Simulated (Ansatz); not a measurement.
# HNO2 (SMILES O=NO): RPA@PBE/STO-3G

What is the energy change on altering one bond length of HNO2 at RPA@PBE/STO-3G? 

Program for the calculation: Ansatz 0.2.0.

54 further runs of the same task are left out: 1 that didn't finish, 53 set aside as unsound or not needed.

### 1 Starting point

The species is HNO2 (4 atoms), meant as a singlet with charge 0. As SMILES, `O=NO`. Geometry: relaxed at GFN2-xTB.

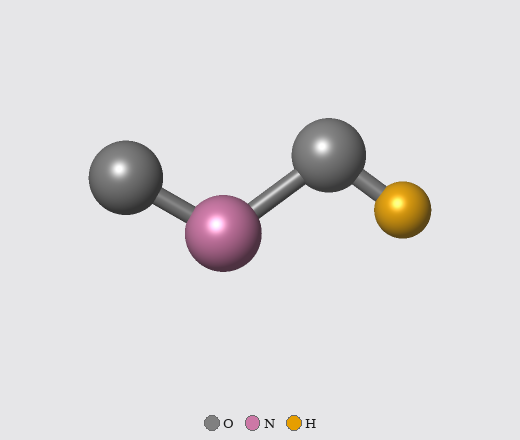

The structure, seen from a chosen angle (oxygen grey, nitrogen pink, hydrogen amber).

### 2 A single-point energy at RPA@PBE/STO-3G

job.yaml

```yaml
basis:
  gaussian: {orbitals: STO-3G}
crystal:
  periodic: [false, false, false]
  atoms:
    - {symbol: O, position_ang: [0.424700, 0.045690, 1.471310]}
    - {symbol: "N", position_ang: [0.319310, -0.411420, 0.387280]}
    - {symbol: O, position_ang: [-0.357270, 0.415910, -0.505360]}
    - {symbol: H, position_ang: [-0.386730, -0.050180, -1.353230]}
hamiltonian: {xc: pbe}
correlation: {method: rpa, frozen_orbitals: {H: 0, "N": 1, O: 1}}
accuracy: high
```

The run is started by

```
ansatz run job.yaml --threads 1 --pin off --max-ram 2610MiB --events-out events.jsonl --progress --plain --runs-dir runs
```

Log:

```text
Warning: RAYON_NUM_THREADS=1 ignored (pool sized by the plan → 1); use --threads N
Functional definition: PBE
  name "PBE"
  parameter kappa = 0.804
  parameter beta = 0.06672455060314922
  exchange = pbe_x(kappa = kappa, mu = beta*pi^2/3)
  correlation = pbe_c(beta = beta)
275 factors; integrals over basis functions are off by at most 3.2e-8 eV
mean field evaluation 1: about -5514.5822 eV, gradient 1.7e1 eV
mean field evaluation 2: about -5514.5242 eV, gradient 1.7e1 eV
mean field evaluation 4: about -5514.4852 eV, gradient 1.8e1 eV
mean field evaluation 8: about -5515.3723 eV, gradient 5.6e-2 eV
mean field evaluation 16: about -5515.3723 eV, gradient 7.8e-7 eV
mean field -5515.37227873 eV, -202.6861927898 hartree, gradient 3.5e-8 eV, S^2 0.000000; 0 other end points of the search recorded, 0 dependent functions left out
3 core orbitals not correlated: weight in the atoms' cores, before any rotation towards them, 1.000 or more for the frozen orbitals, at most 0.000 for the correlated occupied ones
reference -5493.16447734 eV, -201.8700711415 hartree; 9, 9 occupied and 4, 4 virtual orbitals, 275 factors
Total energy: -5501.77079721 eV, -202.1863475633 hartree
```

It took 0.64 s on 1 thread of Intel Xeon Platinum 8559C (Emerald Rapids), shared host.

### 3 The distorted shape, same level

in.yaml

```yaml
crystal:
  periodic: [false, false, false]
  atoms:
    - symbol: O
      position_ang: [0.593836, -0.161132, 1.694458]
    - symbol: "N"
      position_ang: [0.488446, -0.618242, 0.610428]
    - symbol: O
      position_ang: [-0.357270, 0.415910, -0.505360]
    - symbol: H
      position_ang: [-0.386730, -0.050180, -1.353230]
basis:
  gaussian: {orbitals: STO-3G}
correlation: {method: rpa, frozen_orbitals: {H: 0, "N": 1, O: 1}}
hamiltonian: {xc: pbe}
accuracy: high
```

The run is started by

```
ansatz run in.yaml --threads 1 --pin off --max-ram 2610MiB --events-out events.jsonl --progress --plain --runs-dir runs
```

Log:

```text
Warning: RAYON_NUM_THREADS=1 ignored (pool sized by the plan → 1); use --threads N
Functional definition: PBE
  name "PBE"
  parameter kappa = 0.804
  parameter beta = 0.06672455060314922
  exchange = pbe_x(kappa = kappa, mu = beta*pi^2/3)
  correlation = pbe_c(beta = beta)
273 factors; integrals over basis functions are off by at most 2.3e-8 eV
mean field evaluation 1: about -5511.9963 eV, gradient 2.8e1 eV
mean field evaluation 2: about -5511.9225 eV, gradient 2.8e1 eV
mean field evaluation 4: about -5510.3621 eV, gradient 3.1e1 eV
mean field evaluation 8: about -5515.3064 eV, gradient 6.4e-1 eV
mean field evaluation 16: about -5515.3054 eV, gradient 5.6e-8 eV
mean field -5515.30537580 eV, -202.6837341524 hartree, gradient 5.6e-8 eV, S^2 0.000000; 0 other end points of the search recorded, 0 dependent functions left out
3 core orbitals not correlated: weight in the atoms' cores, before any rotation towards them, 1.000 or more for the frozen orbitals, at most 0.000 for the correlated occupied ones
reference -5490.99059920 eV, -201.7901825937 hartree; 9, 9 occupied and 4, 4 virtual orbitals, 273 factors
Total energy: -5501.78344553 eV, -202.1868123803 hartree
```

It took 0.7 s on 1 thread of Intel Xeon Platinum 8559C (Emerald Rapids), shared host; peak memory 0.11 GiB.

### 4 Outcome

Level: RPA@PBE/STO-3G, 3 core orbitals frozen.

| quantity | value |
| --- | --- |
| first shape: total energy | -202.18635 Eh |
| first shape: RPA correlation energy (valence) | -316.3 mEh |
| distorted shape: total energy | -202.18681 Eh |
| distorted shape: RPA correlation energy (valence) | -396.6 mEh |
| energy change with the N2–O3 bond stretched from 1.392 to 1.741 Å | -0.013 eV |

What this shows: With the N2–O3 bond stretched from 1.392 to 1.741 Å the energy falls by 0.01 eV (0.3 kcal/mol). The first shape isn't relaxed at this level, so the change isn't measured from a minimum. The minimal basis adds a large error of its own.
